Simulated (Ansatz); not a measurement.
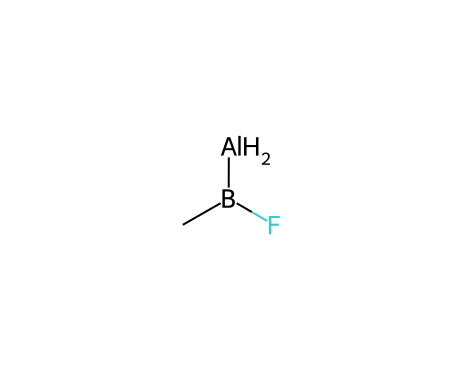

2D structure.

> Give its SMILES.

C[B](F)[AlH2]

> Give the formula, hydrogens included.

CH5AlBF.

The parts below concern this one geometry. Atoms keep their numbers from picture to picture. The computed structure is the end point of a PBE0-D4/def2-TZVP optimisation. No frequency run is at hand to confirm it as a minimum.

Shape

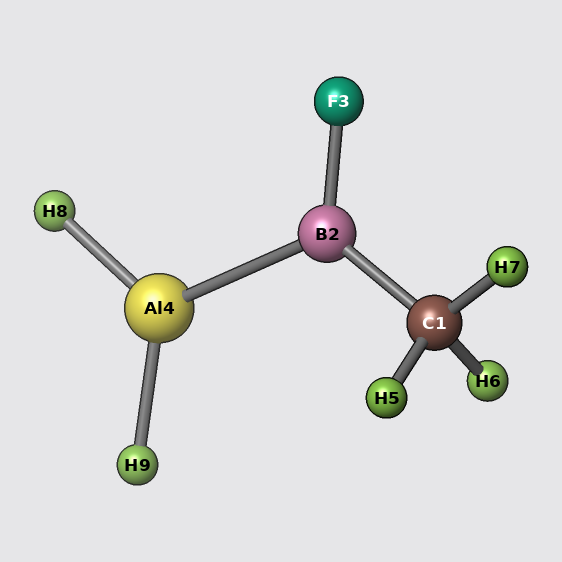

No frequency run is at hand to confirm it as a minimum.

Estimate the angles B2–C1–H5, B2–C1–H6, B2–C1–H7, C1–B2–F3, C1–B2–Al4, F3–B2–Al4, B2–Al4–H8, B2–Al4–H9.

| angle | degrees |
| --- | --- |
| B2–C1–H5 | 110.5 |
| B2–C1–H6 | 109.2 |
| B2–C1–H7 | 114.0 |
| C1–B2–F3 | 117.6 |
| C1–B2–Al4 | 125.1 |
| F3–B2–Al4 | 117.4 |
| B2–Al4–H8 | 122.3 |
| B2–Al4–H9 | 120.3 |

Electronic properties

No frequency run is at hand to confirm it as a minimum. Method: RKS PBE0-D4/def2-TZVPP (Ansatz 0.2.0).

What does the calculation give?

- HOMO energy (Kohn–Sham orbital): −7.12 eV
- LUMO energy (Kohn–Sham orbital): −2.37 eV
- HOMO–LUMO gap: 4.75 eV
- dispersion correction: −11.0 kJ/mol

Dipole moment

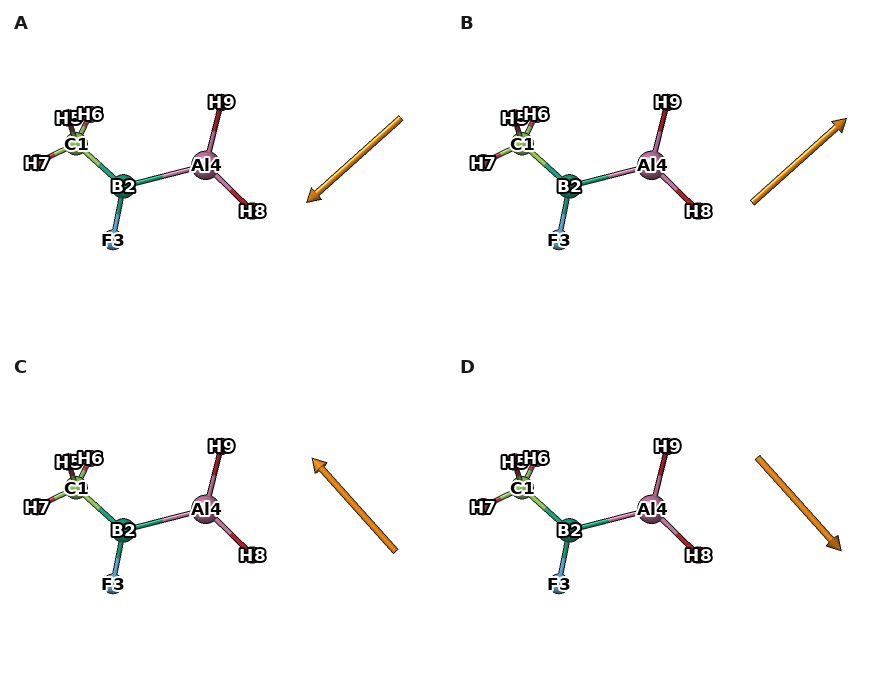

The same molecule four times, each with an arrow. No frequency run is at hand to confirm it as a minimum. Properties computed with RKS PBE0-D4/def2-TZVP (Ansatz 0.2.0).

> Which arrow points along the dipole moment, from the negative to the positive end?

C. The dipole moment is 1.33 D; it points from the side of H8 to the side of H5, H6, H7 (the outermost atoms at the two ends).

Charges

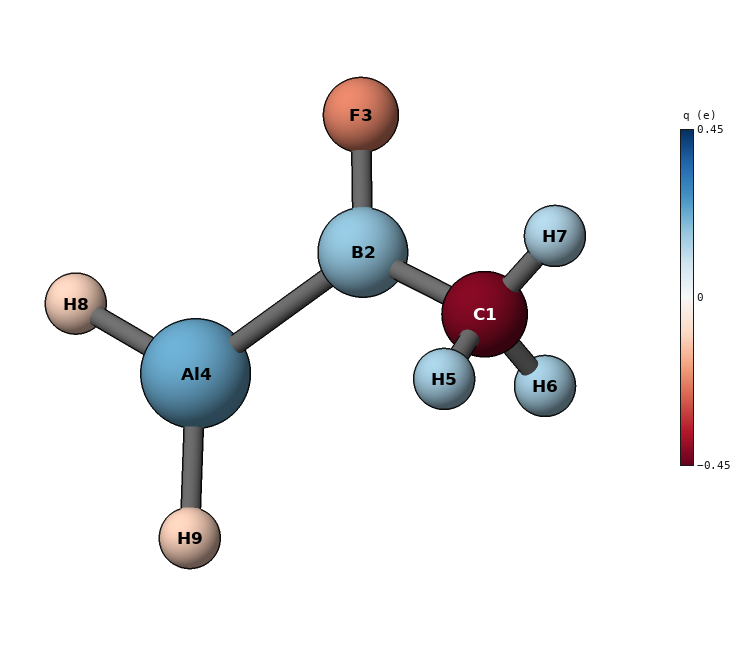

Atoms are coloured by their Mulliken charges. No frequency run is at hand to confirm it as a minimum. Level of theory: RKS PBE0-D4/def2-TZVP (Ansatz 0.2.0).

List the Mulliken charges.

| atom | value (e) |
| --- | --- |
| C1 | −0.41 |
| B2 | 0.18 |
| F3 | −0.22 |
| Al4 | 0.22 |
| H5 | 0.15 |
| H6 | 0.15 |
| H7 | 0.14 |
| H8 | −0.10 |
| H9 | −0.10 |

Mulliken values depend strongly on the basis set and can even reverse the polarity of a bond.
